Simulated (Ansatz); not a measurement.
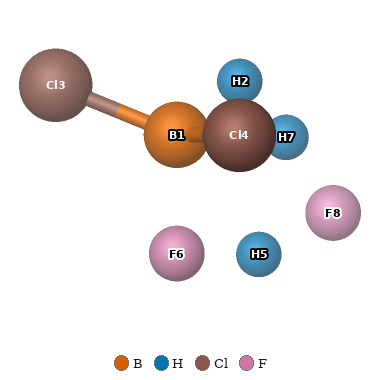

The system is the reacting system BCl₂F₂H₃ (fragments BCl₂H + FH + FH where the first distance is long, BCl₂F + H₂ + FH where the second is long); the picture shows the reference structure. 
- First axis: distance B1–F6 (bond that forms). Second axis: distance H5–F6 (bond that breaks).
- Relaxed at each point: all other coordinates.
- Grid: 10 × 10 points.
- Points are written as (first, second).
- Energies: kJ/mol, counted from a guessed transition structure relaxed with its forming and breaking bonds held.
- Energies and slopes of some neighbouring points disagree (a jump in structure or state, or too coarse a mesh). The reference is spin-restricted, so regions where a bond is pulled apart into radicals lie too high.
- The calculation used RKS SPW92 (LDA)/def2-SVP in Ansatz.

Its coordinates:

```yaml
atoms:
  - { symbol: B, position_ang: [-0.5134, 0.2354, -0.6557] }
  - { symbol: H, position_ang: [0.9488, -0.1523, -0.7347] }
  - { symbol: Cl, position_ang: [-1.2473, -0.6217, -1.9841] }
  - { symbol: Cl, position_ang: [-0.6844, 1.9549, -0.4179] }
  - { symbol: H, position_ang: [0.0703, -0.4624, 1.3697] }
  - { symbol: F, position_ang: [-0.9628, -0.5434, 0.7663] }
  - { symbol: H, position_ang: [1.1414, -0.1588, 0.2288] }
  - { symbol: F, position_ang: [1.2471, -0.2518, 1.4276] }
```

Range: distance B1–F6 (bond that forms) from 1.296 to 2.796 Å; distance H5–F6 (bond that breaks) from 0.819 to 2.319 Å.

Predict the map.

Answer. The lowest grid point is at (1.296 Å, 1.723 Å), −74 kJ/mol from a guessed transition structure relaxed with its forming and breaking bonds held. It lies on the edge of the grid, but the force there points inwards, so the minimum lies inside the range. The energy also falls towards the edge at (1.840 Å, 2.319 Å) (30 kJ/mol above the lowest), where a further well may lie outside the range. The highest grid point, (1.296 Å, 0.819 Å), lies 249 kJ/mol above the lowest.

```tsv
second ↓, first →	1.296	1.392	1.525	1.676	1.840	2.015	2.200	2.392	2.591	2.796
2.319	−65	−58	−11	49	−44	−29	−15	−3	6	13
2.114	−69	−63	−19	39	−33	−17	−5	5	13	20
1.915	−72	−68	−27	27	88	1	10	17	23	28
1.723	−74	−72	−36	13	69	123	27	30	33	36
1.538	−71	−71	−43	−1	48	95	134	166	37	37
1.363	−56	−59	−45	−13	25	61	91	115	134	150
1.199	−19	−39	−41	−25	−1	23	44	61	74	85
1.048	30	−13	−34	−33	−22	−8	5	16	26	34
0.915	85	31	−1	−10	−7	−1	7	14	21	27
0.819	175	116	79	64	62	65	69	74	79	84
```

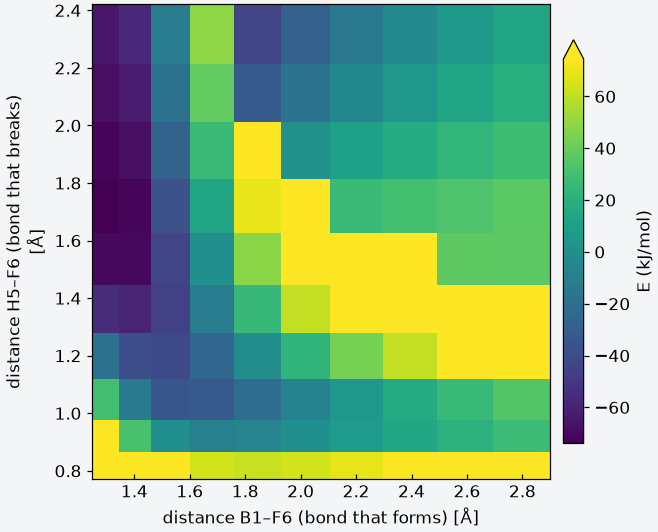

In the figure: one coloured cell a grid point, one colour for all values above the top of the scale.

Each point was launched as `ansatz run input.yaml --threads 1 --pin off --max-ram 2560MiB --backend cpu --events-out ev --progress --plain --runs-dir out`. Time for the 100 points that were run: 19 min on 1 thread of AMD EPYC 9R14 (Zen 4) (shared host).
